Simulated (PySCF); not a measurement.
# C2H6Mg, SMILES `C[Mg]C`: electronic structure

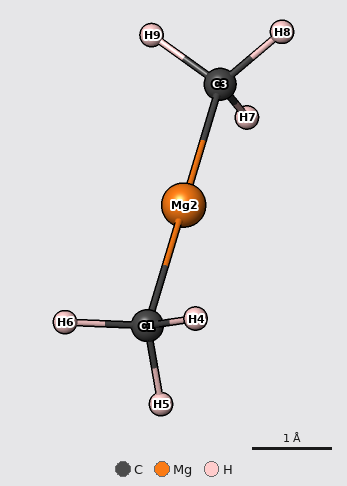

The molecule, with its atoms numbered as below. No frequency check shows the geometry to be a minimum.

Cartesian coordinates (Å):

```
C1       2.1413   -0.0014    0.0002
Mg2     -0.0000    0.0021   -0.0003
C3      -2.1412   -0.0008    0.0008
H4       2.5436   -0.7228    0.7146
H5       2.5438    0.9778    0.2676
H6       2.5434   -0.2596   -0.9817
H7      -2.5434    0.9805    0.2614
H8      -2.5436   -0.7220    0.7153
H9      -2.5438   -0.2657   -0.9791
```

### 1. Bonding charge

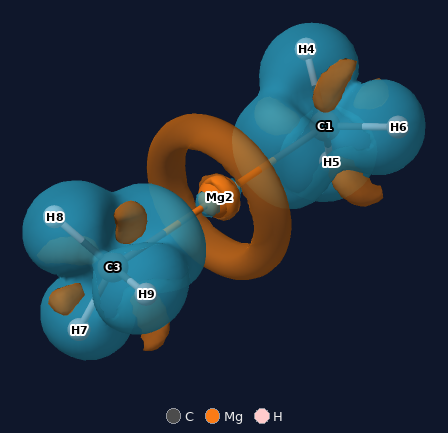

Deformation density (molecule less spherical, spin-averaged free atoms at the same positions), surfaces at ±0.04 e/Å³; light blue: gain, orange: loss.

Method: B3LYP/def2-SVP; geometry: GFN2-xTB; program: PySCF.

**How much density has each bond gained at its critical point, relative to the free atoms?**

C1–H5, C3–H8, C1–H6, C3–H7 and 2 more like them: +0.60 e/Å³ at the bond critical point (bond length 1.09 Å, Mayer order 0.9). Mg2–C3 and C1–Mg2: +0.07 e/Å³ at the bond critical point (bond length 2.14 Å, Mayer order 0.9). In all, 1.8 electrons gather in the regions of gain relative to the promolecule. A small or negative value marks a very polar bond, one between electron-rich atoms, whose free-atom densities already overlap strongly, a long bond to a heavier atom, or a closed-shell contact such as a hydrogen bond.

### 2. Bond critical points

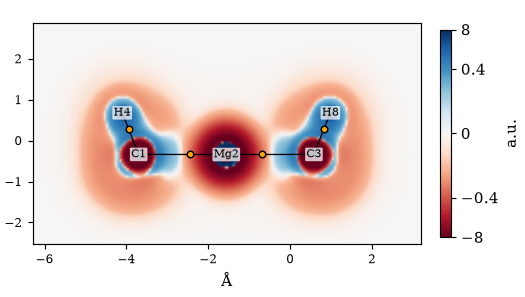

Negative Laplacian of the density (−∇²ρ) in the plane of C1, Mg2, C3, H4 and H8 (blue positive, red negative, colour scale in a.u., logarithmic beyond ±0.04), with bond paths and bond critical points (dots).

**Sort the bonds in the plane by the sign of ∇²ρ at their critical points.**

Concentrated (∇²ρ < 0): C3–H8 and C1–H4 (−0.91 a.u.). Depleted (∇²ρ > 0): Mg2–C3 and C1–Mg2 (+0.22 a.u., H = 0.000).

**Where along C3–H8 does the critical point lie?**

0.67 Å from C3 and 0.42 Å from H8.

### 3. Local ionisation energy

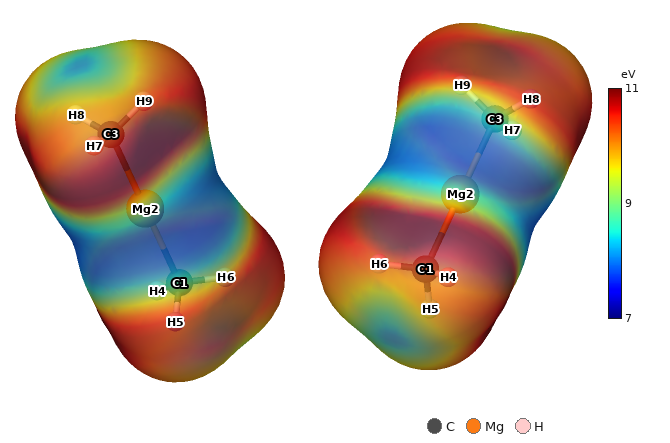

Average local ionisation energy on the surface of electron density 0.001 a.u. (back view left, front view right).

**Locate the minima of the map.**

The lowest value is 7.9 eV, 1.9 Å from Mg2, and at like points elsewhere. Further minima include 8.2 eV, near H9 (1.83 Å), H7 (1.88 Å), H8 (1.99 Å) and C3 (2.01 Å), and at like points elsewhere. For comparison, the highest occupied orbital lies at −6.2 eV.

### 4. Excited states

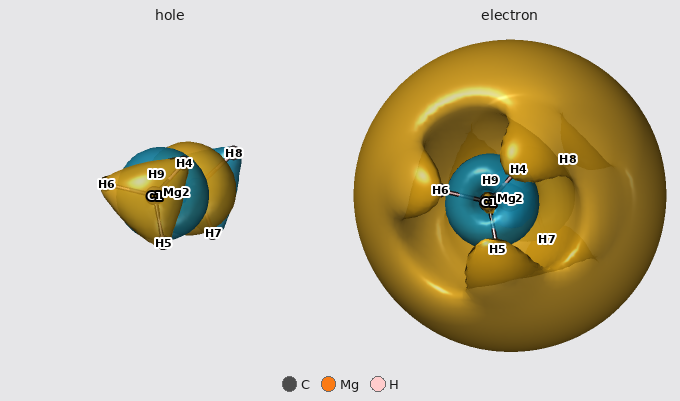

Leading natural transition orbital pair of S₃ (TDA singlet states); the surfaces enclose about 70 % of each orbital's density.

Method: CAM-B3LYP/def2-SVP; geometry: GFN2-xTB; program: PySCF. Without diffuse functions Rydberg states are missing, so the states' numbers hold for this basis only.

**Give its energy and the atoms that hole and electron lie on.**

5.51 eV (225 nm), f = 0.347 (bright), partly diffuse acceptor orbital, which a basis without diffuse functions describes poorly; the leading pair carries 96 %; hole on C1 and C3 (31 % each) and Mg2 (17 %), electron on Mg2 (56 %) and C1 and C3 (9 % each) (atom shares of so diffuse an orbital are rough); their centroids lie 0.1 Å apart. In canonical orbitals it is mainly HOMO → LUMO (96 %). The HOMO–LUMO gap is 8.01 eV.

### 5. In an electric field

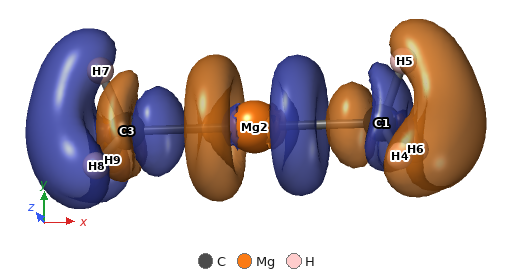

Change of the electron density in a uniform field of 0.41 V/Å, surfaces at ±0.003 e/Å³ (orange: gain, blue: loss).

PySCF calculation, M06-2X/def2-TZVP, gas phase; geometry: GFN2-xTB. A basis without diffuse functions makes polarisabilities too small.

**Along which Cartesian direction does the field point?**

Along −x: electrons gather on the +x side, against the field.

**How large is the response?**

The induced dipole is 1.56 D (along the field); α along this axis, from the fields in both directions, is 77 bohr³ (11.4 Å³).

**Which atoms gain and lose the most charge?**

Electrons gather most on C1 (Hirshfeld charge changes by −0.013 e) and leave C3 most (+0.017 e); 0.117 electrons are displaced in all.

### 6. Localised orbitals

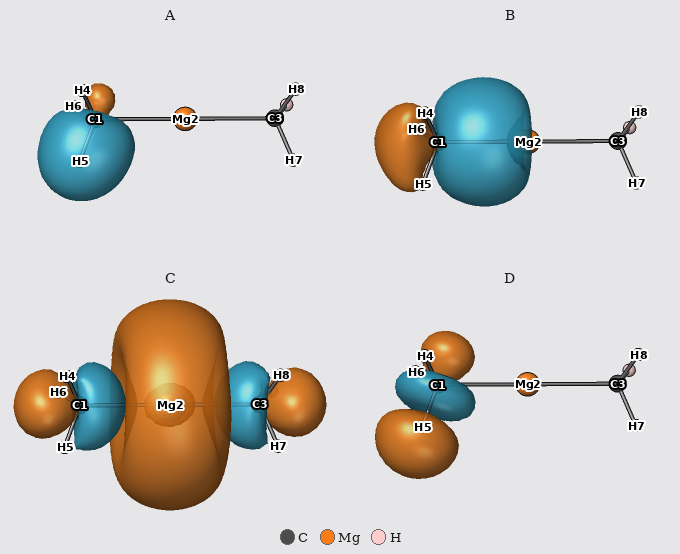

Intrinsic bond orbitals (IBO), occupied and valence-virtual; each surface holds about 85 % of the orbital's density. Energies are diagonal elements of the Fock matrix.

Computed with PySCF, B3LYP/def2-SVPD, geometry: GFN2-xTB.

**What does each orbital represent in a Lewis picture?**

By panel:
- A: σ bond C1–H5 (C1 56 %, H5 44 %; −12.3 eV)
- B: pair mostly on C1, shared in part with Mg2 (C1 82 %, Mg2 18 %; −7.8 eV)
- C: antibonding multicentre orbital mainly over Mg2, C1 and C3 (Mg2 65 %, C1 18 %, C3 18 %; 0.9 eV)
- D: σ* orbital H5–C1 (H5 56 %, C1 44 %; 10.0 eV)

### 7. Stretching a bond

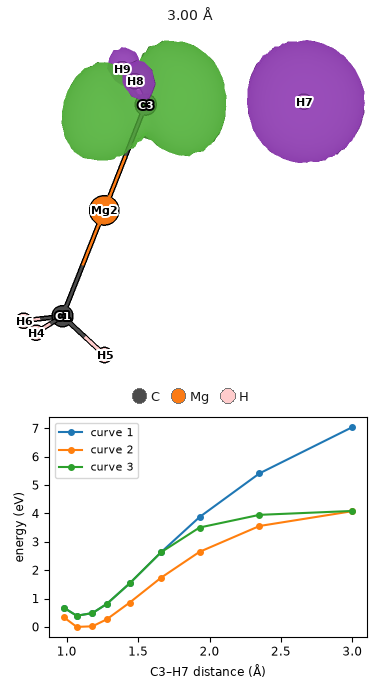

Rigid stretch of the C3–H7 bond. Broken-symmetry UHF spin density at ±0.03 e/Å³ (purple: α, green: β). Below: energies along the scan, from the lowest point of the three curves.

Method: def2-SVP basis; geometry: GFN2-xTB; program: PySCF.

**How does the broken-symmetry solution share the spin, and how far is it from a pure singlet?**

At 3.00 Å excess α spin lies mostly on H7 and excess β on C3; the two could be swapped at no cost. ⟨S²⟩ is 0.99 at 3.00 Å, against 0 for a pure singlet and 1 for an equal mix of singlet and triplet.

**Which curve is which method?**

Curve 1 is RHF. Curve 2 is CASSCF(2,2). Curve 3 is UHF. RHF rises too steeply because it keeps both electrons in one orbital and so mixes in ionic fragments.

**Where does the UHF solution part from RHF?**

Between 1.66 Å (⟨S²⟩ = 0, the two coincide) and 1.93 Å (⟨S²⟩ = 0.55); at 3.00 Å ⟨S²⟩ is 0.99 and UHF lies 3.0 eV below RHF.

**How much energy does the stretch cost?**

By CASSCF, 4.1 eV from the lowest point of the scan (1.07 Å) to 3.00 Å; RHF gives 6.7 eV from its own lowest point. The fragments aren't relaxed and dynamic correlation is missing, so this isn't a bond dissociation energy.

The PySCF runs shown took 3.6 s, 25 s, 22 s, 4.5 s and 41 s on 1 thread of Intel(R) Xeon(R) 6975P-C (Granite Rapids), on a shared host.
